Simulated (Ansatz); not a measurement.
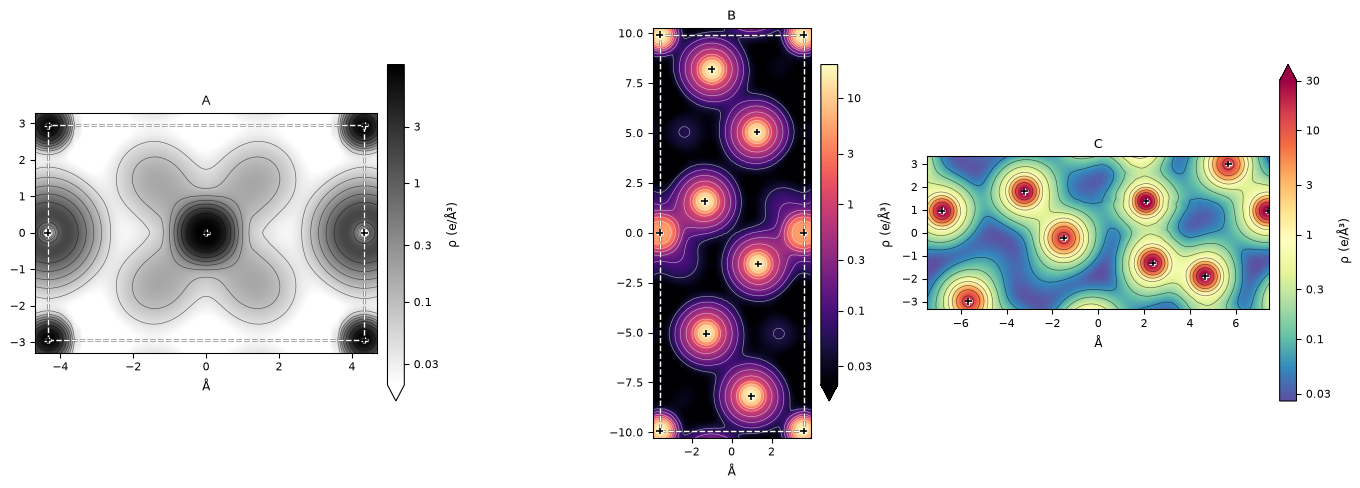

The valence charge density (pseudo) of 3 systems, each on a plane through atoms (crosses mark nuclei in the plane).

All numbers below come from DFT, r2SCAN+rVV10, plane waves, PAW (Ansatz 0.2.0).

System 1: Sn$_{2}$GeAs$_{4}$, the (010) plane of the conventional cell. Space group C2/m; a structure from a database of computed crystals, not necessarily the ambient phase; started from the Ti2NiS4-12 prototype, which need not be the ambient phase.

```cif
data_structure
_symmetry_space_group_name_H-M 'P 1'
_symmetry_Int_Tables_number 1
_cell_length_a 14.2319
_cell_length_b 3.8971
_cell_length_c 6.6480
_cell_angle_alpha 90.000
_cell_angle_beta 115.618
_cell_angle_gamma 90.000
_cell_volume 332.47
loop_
_atom_site_label
_atom_site_type_symbol
_atom_site_fract_x
_atom_site_fract_y
_atom_site_fract_z
_atom_site_occupancy
Sn1 Sn 0.30684 0.00000 0.26907 1
Sn2 Sn 0.80684 0.50000 0.26907 1
Sn3 Sn 0.19316 0.50000 0.73093 1
Sn4 Sn 0.69316 0.00000 0.73093 1
Ge1 Ge 0.00000 0.00000 0.00000 1
Ge2 Ge 0.50000 0.50000 0.00000 1
As1 As 0.07051 0.00000 0.45084 1
As2 As 0.57051 0.50000 0.45084 1
As3 As 0.42949 0.50000 0.54916 1
As4 As 0.92949 0.00000 0.54916 1
As5 As 0.35925 0.00000 0.92875 1
As6 As 0.85925 0.50000 0.92875 1
As7 As 0.14075 0.50000 0.07125 1
As8 As 0.64075 0.00000 0.07125 1
```

System 2: NaNbI$_{6}$, the (100) plane of the conventional cell. Space group R-3; a structure from a database of computed crystals, not necessarily the ambient phase; started from the MgTiF6-148 prototype, which need not be the ambient phase.

```
CELL_PARAMETERS angstrom
-3.60865 6.25036 0.00000
7.21730 0.00000 0.00000
0.00000 0.00000 -19.86199
ATOMIC_POSITIONS crystal
Na 0.66667 0.33333 0.83333
Na 0.00000 0.00000 0.50000
Na 0.33333 0.66667 0.16667
Nb 0.33333 0.66667 0.66667
Nb 0.66667 0.33333 0.33333
Nb 0.00000 0.00000 0.00000
I 0.03242 0.33958 0.74580
I 0.36575 0.00624 0.41247
I 0.69909 0.67291 0.07913
I 0.66042 0.69284 0.74580
I 0.99376 0.35951 0.41247
I 0.32709 0.02618 0.07913
I 0.02618 0.69909 0.92087
I 0.35951 0.36575 0.58753
I 0.69284 0.03242 0.25420
I 0.67291 0.97382 0.92087
I 0.00624 0.64049 0.58753
I 0.33958 0.30716 0.25420
I 0.30091 0.32709 0.92087
I 0.63425 0.99376 0.58753
I 0.96758 0.66042 0.25420
I 0.30716 0.96758 0.74580
I 0.64049 0.63425 0.41247
I 0.97382 0.30091 0.07913
```

System 3: LiTiCl$_{5}$, the (110) plane of the conventional cell. Space group P4/mmm; a structure from a database of computed crystals, not necessarily the ambient phase; started from the MgPPd5-123 prototype, which need not be the ambient phase; computed without spin polarisation.

```
Li Ti Cl
1.0
     4.16265    0.00000    0.00000
     0.00000    4.16265    0.00000
     0.00000    0.00000    8.68746
Li Ti Cl
1 1 5
Direct
  0.50000 0.50000 0.00000
  0.00000 0.00000 0.50000
  0.00000 0.50000 0.33262
  0.00000 0.50000 0.66738
  0.50000 0.00000 0.33262
  0.50000 0.00000 0.66738
  0.00000 0.00000 0.00000
```

Which map belongs to which system?

Panel A is system 3, LiTiCl$_{5}$: the plane holds Li, Ti and Cl. Li–Cl (2.94 Å): the density is about 0.11 e/Å³ at the midpoint, with its minimum of 0.03 e/Å³ about 1.0 Å from Li. Panel B is system 2, NaNbI$_{6}$: the plane holds Na, Nb and I. Nb–I (2.76 Å): ρ is about 0.44 e/Å³ halfway. Panel C is system 1, Sn$_{2}$GeAs$_{4}$: the plane holds Sn, Ge and As. As–As (2.36 Å): the density is about 0.63 e/Å³ at the midpoint.
